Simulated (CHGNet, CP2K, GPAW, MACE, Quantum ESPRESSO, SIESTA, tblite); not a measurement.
**Quantum ESPRESSO on Σ7 (111) twist boundary in a Al-Pt solid solution (84 atoms): settings compared**

How far do other settings of Quantum ESPRESSO move the forces in Σ7 (111) twist boundary in a Al-Pt solid solution (84 atoms)? One run of the same program serves as the yardstick.

Calculated with Quantum ESPRESSO 7.5; the method is named at each step.

## (1) Set-up

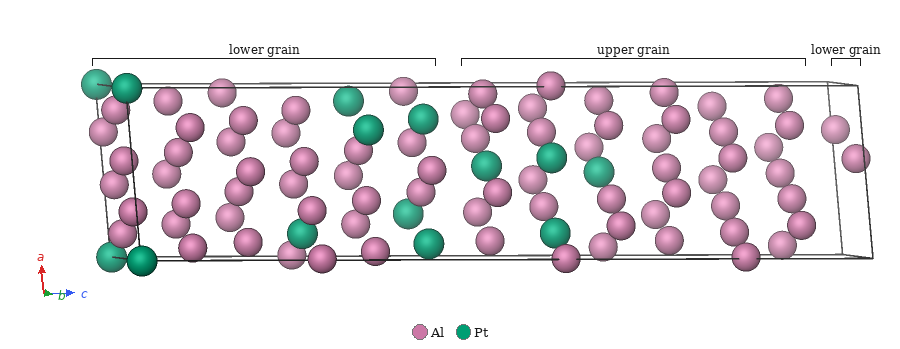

The cell as given, from the side, with the c axis across the page (aluminium pink, platinum teal). Some periodic images of atoms are drawn too.

The cell holds 84 atoms: 73 Al and 11 Pt. Cell: a = 7.545 Å, b = 7.545 Å, c = 28.340 Å, α = 90.0°, β = 90.0°, γ = 120.0°. Fcc Al lattice (a = 4.0328 Å, the value set for the mixture); two grains turned against each other by 38.21 deg about [111]; 1 x 1 coincidence cells, 2 lattice periods a grain, two boundaries a cell, upper grain shifted by [0.672, 0.278] of the boundary cell and opened by 0.2 Å, one atom of each pair nearer than 1.854 Å removed; 11 of 84 Al sites given to Pt at random (lattice constant by Vegard's rule between Al and Pt); not relaxed, displaced by a Gaussian of 0.02 Å. Then every atom was moved at random, 0.03 Å r.m.s. a Cartesian component. Regions: lower grain, 42 atoms (35 Al and 7 Pt); upper grain, 42 atoms (38 Al and 4 Pt). The structure's axis is c.

The yardstick, on the same geometry:

* method: Kohn-Sham DFT, PBE, SSSP efficiency 1.3.0 pseudopotentials, plane waves (Quantum ESPRESSO 7.5); sssp-pbe-1.3.0-efficiency, cutoffs 45/360 Ry, Γ point
* r.m.s. force component: 0.4481 eV/Å
* longest force: 2.39 eV/Å
* pressure: -3.087 GPa
* time: 4.2 min on 4 MPI ranks of Arm Neoverse V2, shared host
* CPU time: 17 min

## (2) PBE, gbrv-1.5, 40/200 Ry

Method: Kohn-Sham DFT, PBE, GBRV 1.5 ultrasoft pseudopotentials, plane waves.

File pw.in:

```
&control
  calculation = 'scf'
  pseudo_dir = './pseudo'
  outdir = './tmp'
  disk_io = 'none'
  tprnfor = .true.
  tstress = .true.
/
&system
  ibrav = 0
  nat = 84
  ntyp = 2
  ecutwfc = 40
  ecutrho = 200
  nosym = .true.
  occupations = 'smearing'
  smearing = 'fd'
  degauss = 0.003675
/
&electrons
  conv_thr = 4.2e-07
  electron_maxstep = 100
  mixing_beta = 0.2
  mixing_mode = 'local-TF'
  diagonalization = 'david'
/
ATOMIC_SPECIES
Al 26.982 Al.upf
Pt 195.084 Pt.upf
CELL_PARAMETERS angstrom
7.54468 0.00000 0.00000
-3.77234 6.53388 0.00000
0.00000 0.00000 28.34006
ATOMIC_POSITIONS crystal
Al 0.86247 0.56840 0.00081
Al 0.72612 0.14921 0.99840
Al 0.90916 0.39068 0.08055
Al 0.95127 0.19360 0.16362
Al 0.57161 0.72398 0.99947
Al 0.76884 0.96507 0.08399
Al 0.42378 0.28489 0.00148
Al 0.61501 0.52468 0.08298
Al 0.80406 0.75377 0.16614
Al 0.47984 0.10148 0.08195
Al 0.67113 0.33401 0.16400
Al 0.85799 0.57866 0.24633
Al 0.71679 0.14970 0.24771
Pt 0.90544 0.37724 0.32757
Al 0.95679 0.18527 0.41172
Al 0.27935 0.84588 0.00079
Al 0.14313 0.43323 0.00093
Al 0.32141 0.66687 0.08161
Al 0.51074 0.89801 0.16397
Pt 0.99800 0.99861 0.00097
Al 0.19345 0.23907 0.08295
Al 0.38623 0.47731 0.16311
Al 0.56497 0.71776 0.24590
Pt 0.75153 0.95124 0.32777
Al 0.22615 0.04560 0.16533
Al 0.42417 0.27830 0.24678
Al 0.62333 0.52250 0.32933
Pt 0.80914 0.76681 0.41147
Al 0.46774 0.08814 0.33039
Al 0.66341 0.33889 0.41102
Al 0.06805 0.81259 0.07937
Al 0.09605 0.62437 0.16347
Al 0.28391 0.85900 0.24502
Pt 0.14021 0.42510 0.24682
Al 0.33644 0.66765 0.32824
Al 0.51544 0.90301 0.41158
Al 0.00753 0.00335 0.24707
Al 0.19040 0.24547 0.32809
Al 0.37983 0.47298 0.41171
Pt 0.24422 0.04808 0.40917
Al 0.04503 0.80774 0.32869
Pt 0.08363 0.61579 0.41037
Al 0.25530 0.14617 0.50003
Al 0.38472 0.85440 0.50065
Al 0.44026 0.08540 0.58195
Pt 0.53162 0.56286 0.50069
Pt 0.58310 0.80205 0.58085
Al 0.62613 0.03030 0.66466
Al 0.81688 0.99391 0.50103
Al 0.85852 0.23042 0.58406
Al 0.95228 0.70755 0.49823
Al 0.00364 0.94569 0.58249
Al 0.05195 0.17897 0.66602
Al 0.09432 0.41698 0.50241
Pt 0.14431 0.66239 0.58236
Al 0.19083 0.88939 0.66383
[... 24 atom lines left out ...]
Al 0.68093 0.28682 0.74766
Al 0.72379 0.51827 0.83027
Al 0.76628 0.75542 0.91139
Al 0.91574 0.46574 0.91149
K_POINTS gamma
```

The run is started by

```console
$ OMP_NUM_THREADS=1 mpirun -np 4 pw.x -in pw.in > output.txt
```

Log:

```text
Program PWSCF
     gamma-point specific algorithms are used
     one sub-group per band group will be used
     scalapack distributed-memory algorithm (size of sub-group:  2*  2 procs)
     Parallelization info
     sticks:   dense  smooth     PW     G-vecs:    dense   smooth      PW
     Min         699     557    139               112576    80535   10076
     Max         702     560    140               112586    80560   10088
     Sum        2803    2233    559               450331   322175   40337
     bravais-lattice index     =            0
     lattice parameter (alat)  =      14.2574  a.u.
     unit-cell volume          =    9427.7779 (a.u.)^3
     number of atoms/cell      =           84
     number of atomic types    =            2
     number of electrons       =       395.00
     number of Kohn-Sham states=          238
     kinetic-energy cutoff     =      40.0000  Ry
     charge density cutoff     =     200.0000  Ry
     scf convergence threshold =      4.2E-07
     mixing beta               =       0.2000
     number of iterations used =            8  local-TF  mixing
     Exchange-correlation=  SLA  PW   PBX  PBC
                           (   1   4   3   4   0   0   0)
     crystal axes: (cart. coord. in units of alat)
               a(1) = (   1.000000   0.000000   0.000000 )
               a(2) = (  -0.500000   0.866025   0.000000 )
               a(3) = (   0.000000   0.000000   3.756297 )
     reciprocal axes: (cart. coord. in units 2 pi/alat)
               b(1) = (  1.000000  0.577351 -0.000000 )
               b(2) = (  0.000000  1.154701  0.000000 )
               b(3) = (  0.000000 -0.000000  0.266220 )
     PseudoPot. # 1 for Al:
     Pseudo is Ultrasoft + core correction, Zval =  3.0
     PseudoPot. # 2 for Pt:
     Pseudo is Ultrasoft + core correction, Zval = 16.0
     atomic species   valence    mass     pseudopotential
     Al                3.00    26.98200     Al( 1.00)
     Pt               16.00   195.08400     Pt( 1.00)
     No symmetry found
   Cartesian axes
     number of k points=     1  Fermi-Dirac smearing, width (Ry)=  0.0037
                       cart. coord. in units 2pi/alat
        k(    1) = (   0.0000000   0.0000000   0.0000000), wk =   2.0000000
     Dense  grid:   225166 G-vectors     FFT dimensions: (  72,  72, 243)
     Smooth grid:   161088 G-vectors     FFT dimensions: (  60,  60, 216)
     Initial potential from superposition of free atoms
     starting charge     389.3199, renormalised to     395.0000
     negative rho (up, down):  2.039E+00 0.000E+00
     Starting wfcs are  424 randomized atomic wfcs
     Self-consistent Calculation
     iteration #  1     ecut=    40.00 Ry     beta= 0.20
     negative rho (up, down):  1.991E+00 0.000E+00
     total energy              =   -2843.51043777 Ry
     estimated scf accuracy    <    4866.11931259 Ry
     iteration #  2     ecut=    40.00 Ry     beta= 0.20
     negative rho (up, down):  2.308E+00 0.000E+00
     total energy              =   -2741.29245305 Ry
     estimated scf accuracy    <    3461.73840007 Ry
     iteration #  3     ecut=    40.00 Ry     beta= 0.20
     negative rho (up, down):  2.131E+00 0.000E+00
     total energy              =   -2810.02647076 Ry
     estimated scf accuracy    <     120.00837896 Ry
     iteration #  4     ecut=    40.00 Ry     beta= 0.20
     negative rho (up, down):  1.987E+00 0.000E+00
     total energy              =   -2804.81746133 Ry
     estimated scf accuracy    <      36.39927401 Ry
     iteration #  5     ecut=    40.00 Ry     beta= 0.20
     negative rho (up, down):  2.009E+00 0.000E+00
     total energy              =   -2807.05246857 Ry
     estimated scf accuracy    <      47.45993613 Ry
     iteration #  6     ecut=    40.00 Ry     beta= 0.20
[...]
total energy              =   -2806.97371813 Ry
     estimated scf accuracy    <      11.52255521 Ry
[...]
total energy              =   -2807.32404023 Ry
[...]
iteration # 19     ecut=    40.00 Ry     beta= 0.20
[...]
total energy              =   -2807.32404046 Ry
     estimated scf accuracy    <       0.00000307 Ry
     iteration # 20     ecut=    40.00 Ry     beta= 0.20
[...]
total energy              =   -2807.32404067 Ry
     estimated scf accuracy    <       0.00000050 Ry
     iteration # 21     ecut=    40.00 Ry     beta= 0.20
     negative rho (up, down):  1.921E+00 0.000E+00
     End of self-consistent calculation
          k = 0.0000 0.0000 0.0000 ( 20169 PWs)   bands (ev):
   -43.8443 -43.7772 -43.7108 -43.6986 -43.6521 -43.5426 -43.5368 -43.5300
   -43.5019 -43.4779 -43.4684 -43.4544 -43.4469 -43.4398 -43.4337 -43.4046
   -43.3915 -43.3741 -43.3335 -43.2814 -43.2647 -43.2368 -43.2010 -43.1729
   -43.1222 -43.0778 -43.0383 -42.8247 -42.8157 -42.7936 -42.7742 -42.7169
   -42.7019  -1.5768  -1.4710  -1.2522  -0.8930  -0.6442   0.0409   0.3048
     1.2907   1.4482   1.6895   1.6987   1.7330   1.7493   1.8070   1.8321
[...]
10.3535  10.4169  10.4876  10.5515  10.6159  10.6466  10.7083  10.7743
    10.8028  10.8576  10.8850  10.9501  10.9877  11.0694  11.1088  11.1180
    11.1469  11.2065  11.2443  11.2596  11.3654  11.4045  11.4664  11.4861
    11.5690  11.6175  11.6667  11.7025  11.7714  11.8178
     the Fermi energy is     9.7841 ev
!    total energy              =   -2807.32404063 Ry
     estimated scf accuracy    <       0.00000019 Ry
     smearing contrib. (-TS)   =      -0.02242419 Ry
     internal energy E=F+TS    =   -2807.30161644 Ry
     The total energy is F=E-TS. E is the sum of the following terms:
     one-electron contribution =   -3725.10215327 Ry
     hartree contribution      =    2059.77968648 Ry
     xc contribution           =    -938.85229613 Ry
     ewald contribution        =    -203.12685353 Ry
     convergence has been achieved in  21 iterations
     negative rho (up, down):  1.921E+00 0.000E+00
     Forces acting on atoms (cartesian axes, Ry/au):
     atom    1 type  1   force =    -0.01073396    0.02874747   -0.01466711
     atom    2 type  1   force =     0.01383520   -0.01553533   -0.00087399
     atom    3 type  1   force =    -0.00045637   -0.00468370    0.02924562
     atom    4 type  1   force =     0.00361044    0.00175769    0.01387595
     atom    5 type  1   force =     0.01597583    0.00961633    0.00238174
     atom    6 type  1   force =     0.00242925   -0.01390937   -0.01077187
[...]
atom   82 type  1   force =    -0.01177302   -0.00391864   -0.00278772
     atom   83 type  1   force =     0.00175138    0.00201638    0.00363178
     atom   84 type  1   force =    -0.00151540    0.00097418    0.00082181
     Total force =     0.276497     Total SCF correction =     0.000949
     Computing stress (Cartesian axis) and pressure
     negative rho (up, down):  1.921E+00 0.000E+00
          total   stress  (Ry/bohr**3)                   (kbar)     P=      -30.71
  -0.00039300  -0.00001010  -0.00000453          -57.81       -1.49       -0.67
  -0.00001010  -0.00041749   0.00001776           -1.49      -61.42        2.61
  -0.00000453   0.00001776   0.00018415           -0.67        2.61       27.09
     Message from routine punch:
     Nothing written, as per user request (disk_io='none')
```

Wall time 95 s (4 MPI ranks of Arm Neoverse V2, shared host); peak memory 1.6 GiB.

Banners, paths, timers and routine set-up lines are dropped from the logs unmarked, and long logs keep their key lines alone; longer cuts are marked.

Numbers from this run, and their distance from the reference:

```
r.m.s. force component                  : 0.4478 eV/Å
r.m.s. difference of force components   : 3.48 meV/Å
longest difference of force vectors     : 16.55 meV/Å
force difference over r.m.s. force      : 0.7766 %
slope of forces against the reference's : 0.9994
correlation of force components         : 1
pressure                                : -3.071 GPa
pressure difference                     : 0.016 GPa
```

Length of the force difference by element (eV/Å):

| element | atoms | mean | most |
| --- | --- | --- | --- |
| Al | 73 | 0.0056 | 0.017 |
| Pt | 11 | 0.003 | 0.0045 |

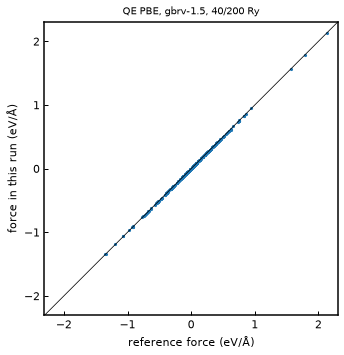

Force components against those of the reference; the line marks equality.

A closer look about Pt42, which bears the longest force: 12 atoms, nearest first, numbered in the order of the input, with positions taken from that point.

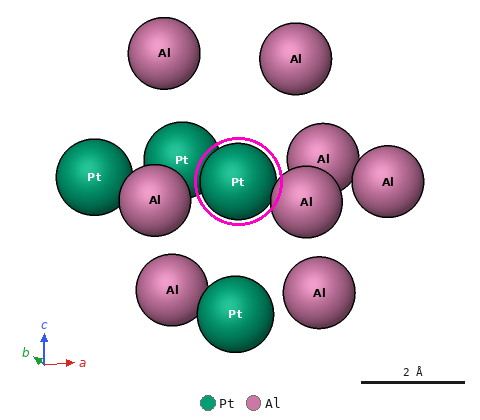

The atoms of the table, within 3.0 Å (arrows a, b, c point along x, y, z); some may hide others; the central atom is ringed.

| atom | x | y | z | distance (Å) | Fx | Fy | Fz (eV/Å) |
| --- | --- | --- | --- | --- | --- | --- | --- |
| Pt42 | 0.00 | 0.00 | 0.00 | 0.00 | 2.13 | -0.68 | 0.83 |
| Al30 | -2.13 | -1.81 | 0.02 | 2.79 | 0.42 | 0.54 | -0.52 |
| Pt28 | -2.64 | 0.99 | 0.03 | 2.82 | -1.35 | -1.07 | 0.26 |
| Al41 | -1.02 | 1.25 | -2.31 | 2.82 | -0.14 | -0.38 | 1.56 |
| Pt14 | -0.44 | -1.56 | -2.35 | 2.85 | -1.19 | 0.43 | -0.16 |
| Pt40 | -0.42 | 2.82 | -0.03 | 2.86 | -0.11 | 1.79 | -0.67 |
| Al36 | 2.17 | 1.88 | 0.03 | 2.87 | 0.58 | -0.15 | 0.03 |
| Al51 | -1.34 | 0.60 | 2.49 | 2.89 | -0.31 | 0.02 | -1.34 |
| Al15 | 0.67 | -2.81 | 0.04 | 2.89 | -0.30 | -0.08 | -0.34 |
| Al35 | 1.71 | 0.34 | -2.33 | 2.91 | -0.70 | -0.47 | 0.23 |
| Al39 | 2.77 | -0.93 | 0.04 | 2.93 | 0.07 | 0.26 | 0.74 |
| Al54 | 0.83 | -1.30 | 2.61 | 3.03 | 0.26 | 0.59 | -0.92 |

Forces lie 0.78 % from the reference's, at 0.37 times its CPU time.

## (3) Outcome

```json
{
  "force difference from the reference": "QE PBE, gbrv-1.5, 40/200 Ry, 0.78 %",
  "its CPU time": "6.3 min"
}
```

In words: PBE on plane waves or a grid with other potentials, cutoffs or grids differs from the reference by 0.78 % (QE PBE, gbrv-1.5, 40/200 Ry) of the r.m.s. force; this holds the reference's own error, so differences of a few per cent don't tell which side is nearer the exact PBE result. One electronic-structure run takes under half the reference's CPU time: QE PBE, gbrv-1.5, 40/200 Ry, at 0.78 % in 6.3 min against 17 min. The reference's pressure holds the uncorrected Pulay stress of its 45 Ry basis, so small pressure differences, and their order, may be the reference's own error. The electron count is odd in QE PBE, sssp-1.3.0-efficiency, 45/360 Ry and QE PBE, gbrv-1.5, 40/200 Ry, and they have no spin polarisation, so the unpaired electron is spread evenly over both spins. The reference's stress is far from hydrostatic: its diagonal is -5.8, -6.1, 2.7 GPa, compression counted positive. The host structure and its lattice constant were typed by rule, without a check against the phase diagram. The reference's pressure of -3.1 GPa belongs to a cell and atoms that aren't relaxed at this level. The electronic-structure runs sample only Γ, in a cell whose shortest periodic width is 7 Å, which is coarse for a cell with partly filled levels. Spin–orbit coupling is left out, which matters for the levels of the heavy elements.

[Also dropped from logs without a mark: logging warnings of Python, and SIESTA's first energy breakdown and zero terms.]

[Logs are printed without paths, hosts, clocks, repeated set-up lines and the standing remarks that a program may print on its own settings, such as how far it seeks lower states.]

[Hosts, paths, dates, database ids (printed as entryN), source tags and the programs' standing remarks are cut or masked in the printed files.]
